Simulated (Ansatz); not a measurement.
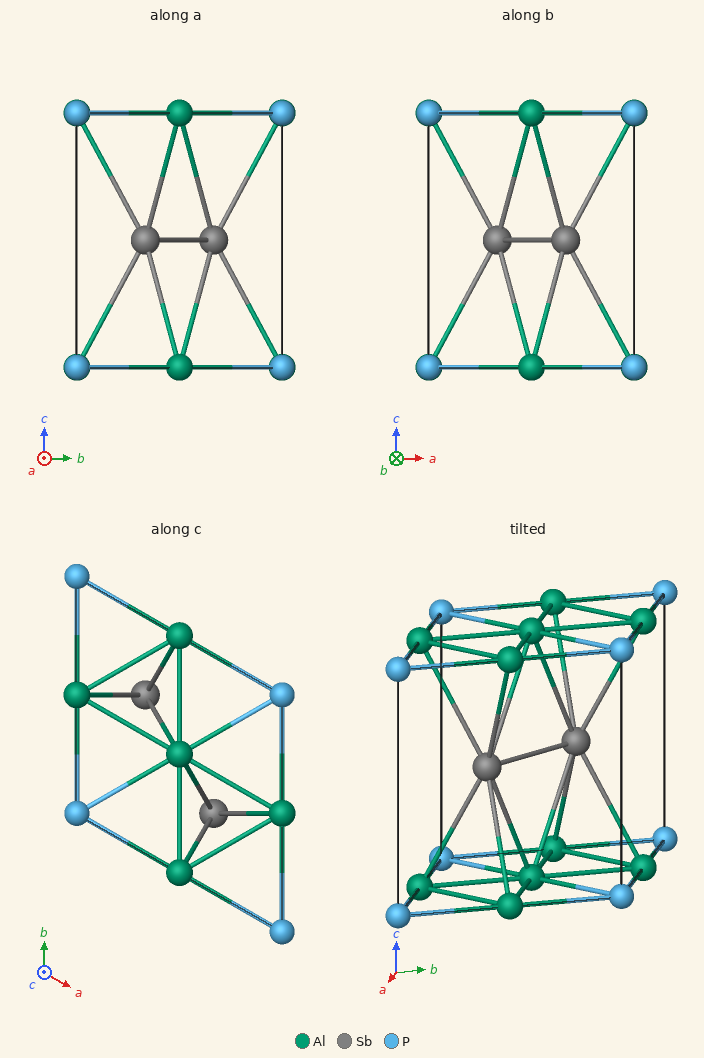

Ball-and-stick representation of a periodic structure, projected along the a axis, along the b axis, along the c axis and slightly off an axis. The edges of the conventional unit cell are marked.

Lattice parameters: a = 5.299 Å, b = 5.299 Å, c = 5.687 Å, α = 90.00°, β = 90.00°, γ = 120.00°. Put a along x and b in the xy plane.

> Put the structure into a POSCAR file.

```
Al Sb P
1.0
     5.299    0.000    0.000
    -2.649    4.589    0.000
     0.000    0.000    5.687
Al Sb P
3 2 1
Direct
  0.5000 0.0000 0.0000
  0.0000 0.5000 0.0000
  0.5000 0.5000 0.0000
  0.3333 0.6667 0.5000
  0.6667 0.3333 0.5000
  0.0000 0.0000 0.0000
```

The initial geometry was a random cell made by a generator, so it need not be a real form of the compound. The final geometry of a relaxation with DFT PBE, scalar-relativistic, plane waves, PAW in Ansatz 0.2.0 is shown.
